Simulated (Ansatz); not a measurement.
**ClH₃O₃Zr: density, localisation and related maps**

Input

```
crystal:
  periodic: [false, false, false]
  atoms:
    - { symbol: Zr, position_ang: [0.0, 0.0, 0.0] }
    - { symbol: O, position_ang: [0.0, 0.0, 2.07] }
    - { symbol: H, position_ang: [-0.9095, -0.2814, 2.4071] }
    - { symbol: O, position_ang: [1.952, 0.0, -0.6893] }
    - { symbol: H, position_ang: [2.2684, -0.9521, -0.806] }
    - { symbol: O, position_ang: [-0.975, 1.6891, -0.6893] }
    - { symbol: H, position_ang: [-1.9328, 1.4584, -0.9117] }
    - { symbol: Cl, position_ang: [-1.1869, -2.0563, -0.8392] }
basis:
  gaussian: { orbitals: def2-SVP }
hamiltonian:
  xc: hf
relax:
  f_tol: 0.02
  max_steps: 40
output:
  orbitals: {}
```

Run with:

```sh
ansatz run input.yaml --threads 1 --pin off --max-ram 2048MiB --backend cpu --events-out ev --progress --plain --runs-dir out
```

The fields are those of the run's last geometry, not of the input's.

Core potentials replace the inner electrons of Zr.

These are results of RHF/def2-SVP in Ansatz, not measurements.

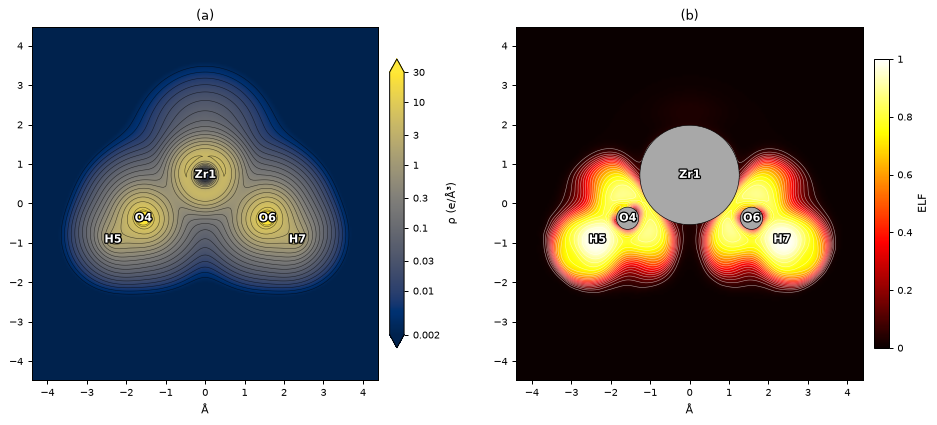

Figure 1. (a) electron density; (b) electron localisation function on the plane of atoms O4, Zr1 and O6. Grey discs cover the atomic cores in the ELF map.

Interpret the plot.

Answer. The plane passes through Zr, O and H nuclei. Zr–O (1.92 Å): ρ at the midpoint is about 0.85 e/Å³; the ELF peaks at about 0.80 in the valence shell of O, 0.6 Å from its nucleus, and drops to about 0.20 between the two atoms. O–H (0.94 Å): ρ at the midpoint is about 3.9 e/Å³; the ELF climbs to about 1 towards the hydrogen, as it does in any bond to H (an ordinary covalent bond to hydrogen).

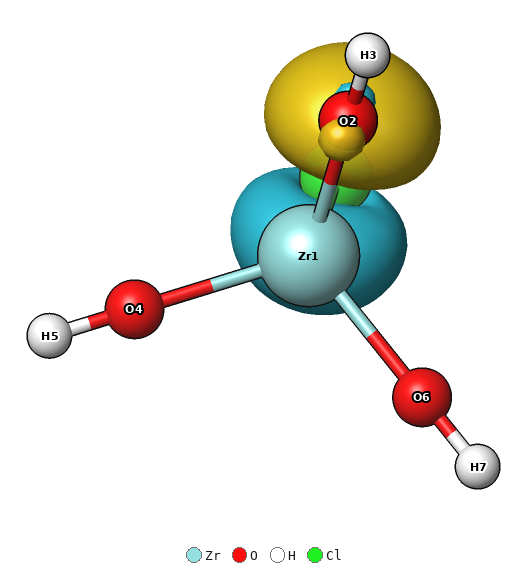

Figure 2. The HOMO at ±0.2 Å⁻³ᐟ² (yellow and cyan are the two phases), seen at a tilt.

Where does this orbital lie, and at what energy?

Answer. By Hirshfeld shares it lies mainly on Cl8 (about 90 %); largely a lone pair of Cl8. It is one of a degenerate set, so its orientation is arbitrary. Its energy is −11.77 eV.
